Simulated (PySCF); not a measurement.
**C$_{5}$H$_{4}$F$_{2}$: a changed input and its effect**

System: C$_{5}$H$_{4}$F$_{2}$, SMILES C=C1C=C1C(F)F.
Method of run A: TDDFT PBE0/def2-SVPD, vertical, gas phase, core orbitals frozen in the response (PySCF 2.14.0).

The geometry comes from this level: PBE0-D3(BJ)/def2-SVP. Text and figures count atoms from 1; the logs count them from 0 in places.

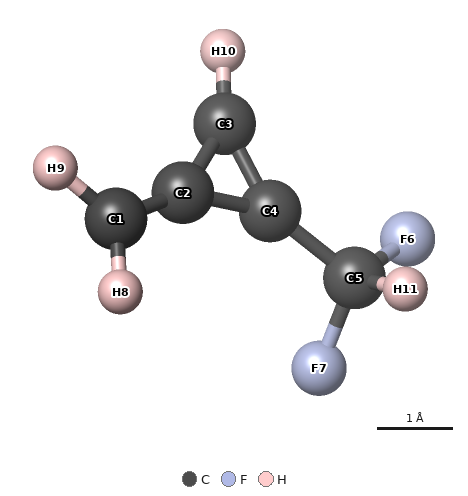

Fig. 1: The input geometry (ball-and-stick view, seen at a tilt; atoms are numbered from 1 in the order of the input). Bond lengths as drawn: C–C 1.32 to 1.48 Å, C–F 1.35 Å and C–H 1.09 to 1.11 Å.

Input, run A:
```
{"job": {"kind": "uv", "xc": "PBE0", "basis": "def2-SVPD", "ip": true}, "charge": 0, "multiplicity": 1}
C     -2.177718     0.068509     0.077730
C     -0.902628     0.408993    -0.086533
C      0.140725     1.344000    -0.422938
C      0.509821     0.128145    -0.064654
C      1.605277    -0.825110     0.224573
F      2.796769    -0.294074    -0.109288
F      1.428501    -1.957816    -0.484841
H     -2.449870    -0.937800     0.399823
H     -2.974950     0.788353    -0.114561
H      0.443163     2.342043    -0.733112
H      1.623881    -1.088358     1.298577
```

The first line tells a small driver script what to run in PySCF; the rest is the geometry in Å.

Command:
```bash
OMP_NUM_THREADS=1 python <driver script> task.json out
```

Hardware: 1 CPU thread, shared host.

Output (run A):
```
coarse grid: 10088 points
cycle   1  E = -391.6547467997  dE =  1.209e+00  |g| = 6.939e-01  |ddm| = 5.400e+00
cycle   2  E = -391.5452086802  dE =  1.095e-01  |g| = 1.035e+00  |ddm| = 2.120e+00
cycle   3  E = -391.7512134935  dE = -2.060e-01  |g| = 1.094e-01  |ddm| = 1.298e+00
cycle   4  E = -391.7535057208  dE = -2.292e-03  |g| = 5.454e-02  |ddm| = 2.545e-01
cycle   5  E = -391.7541977533  dE = -6.920e-04  |g| = 1.484e-02  |ddm| = 9.988e-02
cycle   6  E = -391.7542470871  dE = -4.933e-05  |g| = 3.033e-03  |ddm| = 2.824e-02
cycle   7  E = -391.7542490629  dE = -1.976e-06  |g| = 1.407e-03  |ddm| = 5.966e-03
final grid: 100736 points
cycle   8  E = -391.8098335120  dE = -2.259e-05  |g| = 6.675e-03  |ddm| = 8.110e-02
cycle   9  E = -391.8098266625  dE =  6.849e-06  |g| = 8.981e-03  |ddm| = 2.336e-02
cycle  10  E = -391.8098438540  dE = -1.719e-05  |g| = 1.099e-03  |ddm| = 1.157e-02
cycle  11  E = -391.8098441322  dE = -2.782e-07  |g| = 2.110e-04  |ddm| = 1.551e-03
cycle  12  E = -391.8098441417  dE = -9.537e-09  |g| = 1.012e-04  |ddm| = 4.160e-04
cycle  13  E = -391.8098441442  dE = -2.466e-09  |g| = 1.022e-05  |ddm| = 1.595e-04
cycle  14  E = -391.8098441442  dE = -8.754e-12  |g| = 8.031e-06  |ddm| = 2.579e-05
converged SCF energy = -391.8098441442

Static polarisability (au): isotropic 61.009, principal 41.965 59.956 81.106

Singlet excitations
state   eV       nm        f      main configurations
  1   4.0698    304.6   0.02369   H->L 0.99
  2   5.9630    207.9   0.00958   H->L+1 0.85
  3   6.0736    204.1   0.00075   H-1->L 0.91
  4   6.4983    190.8   0.02318   H->L+3 0.52, H->L+2 0.42
  5   6.8529    180.9   0.06295   H->L+4 0.81, H->L+2 0.12
  6   6.9748    177.8   0.19480   H->L+5 0.38, H->L+3 0.28, H->L+2 0.19
  7   7.1579    173.2   0.24317   H->L+5 0.50, H->L+2 0.22, H->L+3 0.12
  8   7.4316    166.8   0.00199   H-2->L 0.81, H-3->L 0.10
  9   7.5696    163.8   0.00348   H->L+6 0.45, H->L+7 0.42
 10   7.7137    160.7   0.01091   H->L+7 0.54, H->L+6 0.37

Triplet excitations (Tamm-Dancoff, eV): 3.0782 4.5451 5.5999 5.8419
Vertical ionisation energy (delta-SCF) = 8.5160 eV
Vertical electron affinity (delta-SCF) = -0.6240 eV
```

For run B the input was changed thus:
```diff
-"basis": "def2-SVPD"
-"ip": true
+"basis": "6-31G*"
```

How does run B compare with run A?

The total energy of run B is 160.6 kcal/mol lower, which measures the change of basis and not a stability. The HOMO goes from −6.42 to −6.03 eV. The LUMO goes from −1.22 to −0.70 eV. The dipole moment goes from 1.77 to 1.63 D. The lowest excitation goes from 4.07 to 4.19 eV. The strongest computed line goes from 7.16 to 7.60 eV. Diffuse functions give room to the loosely bound empty orbitals, which lowers the LUMO. The number of SCF iterations is the same. The basis functions go from 178 to 106.

Output (run B):
```
coarse grid: 10088 points
cycle   1  E = -391.9780084104  dE =  1.275e+00  |g| = 7.715e-01  |ddm| = 3.370e+00
cycle   2  E = -391.8533268368  dE =  1.247e-01  |g| = 1.137e+00  |ddm| = 1.510e+00
cycle   3  E = -392.0924904285  dE = -2.392e-01  |g| = 1.188e-01  |ddm| = 9.779e-01
cycle   4  E = -392.0954544222  dE = -2.964e-03  |g| = 5.513e-02  |ddm| = 1.701e-01
cycle   5  E = -392.0961616438  dE = -7.072e-04  |g| = 1.485e-02  |ddm| = 5.576e-02
cycle   6  E = -392.0962146707  dE = -5.303e-05  |g| = 3.142e-03  |ddm| = 1.816e-02
cycle   7  E = -392.0962167755  dE = -2.105e-06  |g| = 1.396e-03  |ddm| = 4.400e-03
final grid: 100736 points
cycle   8  E = -392.0656954609  dE = -2.272e-05  |g| = 7.719e-03  |ddm| = 2.112e-02
cycle   9  E = -392.0656873370  dE =  8.124e-06  |g| = 1.029e-02  |ddm| = 1.749e-02
cycle  10  E = -392.0657089403  dE = -2.160e-05  |g| = 1.181e-03  |ddm| = 1.015e-02
cycle  11  E = -392.0657092709  dE = -3.306e-07  |g| = 2.697e-04  |ddm| = 1.220e-03
cycle  12  E = -392.0657092884  dE = -1.749e-08  |g| = 9.688e-05  |ddm| = 3.736e-04
cycle  13  E = -392.0657092905  dE = -2.087e-09  |g| = 1.973e-05  |ddm| = 1.048e-04
cycle  14  E = -392.0657092905  dE = -6.867e-11  |g| = 1.112e-05  |ddm| = 2.739e-05
converged SCF energy = -392.0657092905

Static polarisability (au): isotropic 49.369, principal 25.789 52.040 70.279

Singlet excitations
state   eV       nm        f      main configurations
  1   4.1902    295.9   0.02603   H->L 0.99
  2   6.1843    200.5   0.00114   H-1->L 0.98
  3   7.3396    168.9   0.02895   H->L+2 0.54, H->L+3 0.20, H-2->L 0.11
  4   7.4989    165.3   0.00489   H-2->L 0.69, H->L+2 0.11, H-3->L 0.10
  5   7.6023    163.1   0.40059   H->L+1 0.77, H->L+3 0.17
  6   7.7900    159.2   0.05498   H->L+3 0.56, H->L+2 0.33
  7   8.4854    146.1   0.02673   H-3->L 0.42, H-4->L 0.22, H-2->L 0.16
  8   8.5410    145.2   0.01746   H->L+4 0.69, H->L+5 0.10, H-1->L+1 0.09
  9   8.6651    143.1   0.00739   H-1->L+1 0.71, H->L+4 0.13, H-3->L 0.09
 10   8.9896    137.9   0.00477   H->L+5 0.86, H->L+4 0.10

Triplet excitations (Tamm-Dancoff, eV): 3.1223 4.6467 5.6994 6.9051
```

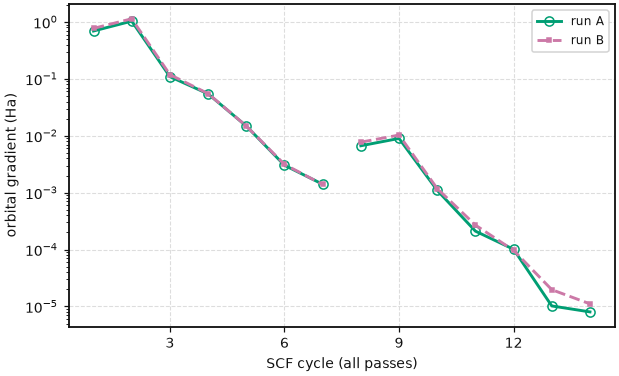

Fig. 2: Convergence of the two runs: orbital gradient against the SCF cycle. A break in a curve parts two SCF passes (coarse and final grid). Run A takes 14 cycles in all, and run B takes 14.

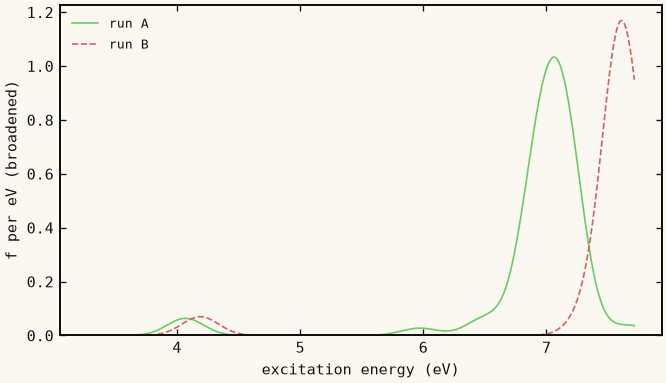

Fig. 3: Absorption of the two runs from their computed states, each broadened by a Gaussian of 0.35 eV full width; the range ends where the shorter list of states ends.

The two runs side by side:

```tsv
quantity	run A	run B
outcome	converged	converged
total energy (hartree)	−391.809844	−392.065709
HOMO (eV)	−6.42	−6.03
LUMO (eV)	−1.22	−0.70
dipole moment (D)	1.77	1.63
lowest excitation (eV)	4.07	4.19
SCF iterations	14	14
strongest computed line (eV)	7.16	7.60
basis functions	178	106
wall time (shared host)	95 s	19 s
```
